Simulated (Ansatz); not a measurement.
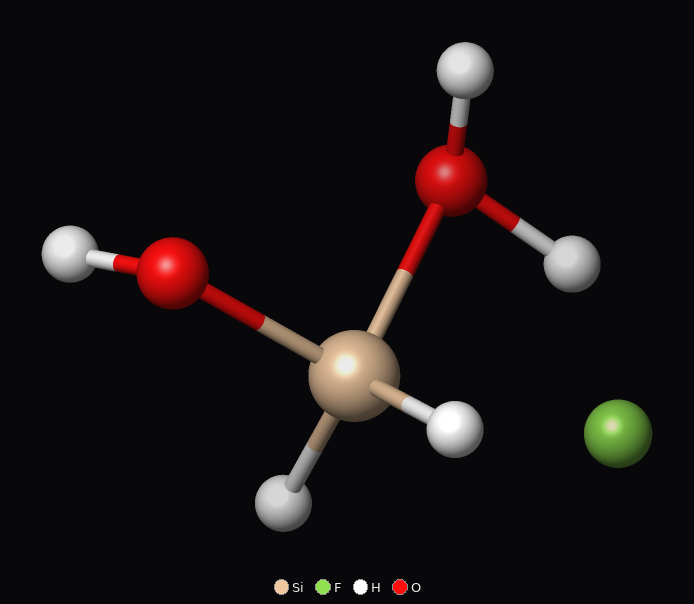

The picture shows the input geometry.

Ansatz 0.2.0 input:

```yaml
crystal:
  periodic: [false, false, false]
  atoms:
    - {symbol: Si, position_ang: [-0.464748, -0.169022, 0.307993]}
    - {symbol: F, position_ang: [1.037935, -1.780177, 0.301874]}
    - {symbol: H, position_ang: [-1.277329, -1.155435, -0.434953]}
    - {symbol: H, position_ang: [-0.207415, -0.201211, 1.758358]}
    - {symbol: O, position_ang: [-1.253036, 1.302553, 0.169476]}
    - {symbol: H, position_ang: [1.438520, -0.728628, -0.333886]}
    - {symbol: O, position_ang: [1.001406, 0.227662, -0.662775]}
    - {symbol: H, position_ang: [-1.733066, 1.450653, -0.651054]}
    - {symbol: H, position_ang: [1.457731, 1.053605, -0.455132]}
basis:
  gaussian: {orbitals: def2-SVP}
hamiltonian: {xc: pbe0, dispersion: d4}
phonons: {}
scf: {lower_state_search: off}
```

It was started with:

```sh
ansatz run in.yaml --threads 3 --pin off --events-out ev --progress --plain --max-ram 6092MiB
```

What the program printed (its end):

```
mean field -14753.25893622 eV, -542.1722657882 hartree, gradient 1.5e-6 eV, S^2 0.000000; 0 other end points of the search recorded, 0 dependent functions left out
the calculation of the forces begins
reference -14753.25895778 eV, -542.1722665804 hartree; 22, 22 occupied and 63, 63 virtual orbitals, 863 factors
these checks for a lower state are left out or cut short: stability, starts, cluster_reference, orbital_swaps, neighbouring_geometries, increment
863 factors; integrals over basis functions are off by at most 6.2e-4 eV
mean field -14753.25895867 eV, -542.1722666131 hartree, gradient 2.5e-6 eV, S^2 0.000000; 0 other end points of the search recorded, 0 dependent functions left out
the calculation of the forces begins
reference -14753.25898023 eV, -542.1722674055 hartree; 22, 22 occupied and 63, 63 virtual orbitals, 863 factors
WARN: phonons: modes at or below zero, which the zero-point energy, F, S and C_V leave out: 1, the lowest at -603.86 cm⁻¹. A minimum has none, and a first-order saddle one
Total energy: -14753.36836492 eV, -542.1762872187 hartree
Atom 0 at    -0.464748    -0.169022     0.307993 Å, force     0.275622    -0.501284     0.127436 eV/Å
Atom 1 at     1.037935    -1.780177     0.301874 Å, force    -0.098686     1.414604    -0.571964 eV/Å
Atom 2 at    -1.277329    -1.155435    -0.434953 Å, force     0.005435    -0.004037    -0.002383 eV/Å
Atom 3 at    -0.207415    -0.201211     1.758358 Å, force     0.000943    -0.001913     0.000736 eV/Å
Atom 4 at    -1.253036     1.302553     0.169476 Å, force    -0.007660    -0.016388    -0.032950 eV/Å
Atom 5 at     1.438520    -0.728628    -0.333886 Å, force    -0.138687    -1.388590     0.717390 eV/Å
Atom 6 at     1.001406     0.227662    -0.662775 Å, force    -0.035588     0.485462    -0.256173 eV/Å
Atom 7 at    -1.733066     1.450653    -0.651054 Å, force     0.002971     0.008882     0.021878 eV/Å
Atom 8 at     1.457731     1.053605    -0.455132 Å, force    -0.004350     0.003264    -0.003971 eV/Å
Dipole moment:     0.029211     0.661723    -0.365649 e Å
Vibrations: -603.86 186.32 254.02 352.77 411.20 495.66 577.89 595.18 770.96 804.68 829.26 856.36 901.06 939.17 1043.96 1281.99 2164.33 2301.16 2346.77 3868.65 3920.93 cm⁻¹, zero-point energy 1.543746 eV
Checks for a lower state left out: stability, starts, cluster_reference, orbital_swaps, neighbouring_geometries, increment
```
